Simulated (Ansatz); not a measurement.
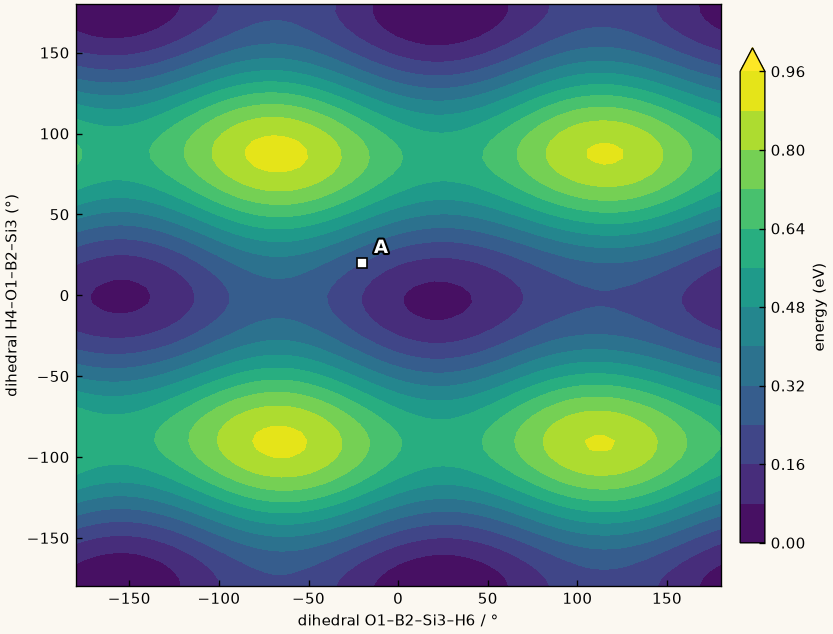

BH4OSi, SMILES OB[SiH2], spin multiplicity 2. The first coordinate is: dihedral O1–B2–Si3–H6; the second: dihedral H4–O1–B2–Si3. Nothing is relaxed (all other coordinates rigid). The grid has 18 × 18 points. Points are written as (first, second). Energies are in eV, from the relaxed molecule at the same level. These are results of UHF/def2-SVP (Ansatz), not measurements.

In the figure: filled contours, one colour for all values above the top of the scale, the point A. Between grid points the surface is interpolated.

**Is A at rest? If not, where is it pushed?**

A, at (−20°, 20°), is not a stationary point. The computed force is 0.0041 eV for each degree towards larger values of dihedral O1–B2–Si3–H6 and 0.0068 eV for each degree towards smaller values of dihedral H4–O1–B2–Si3.
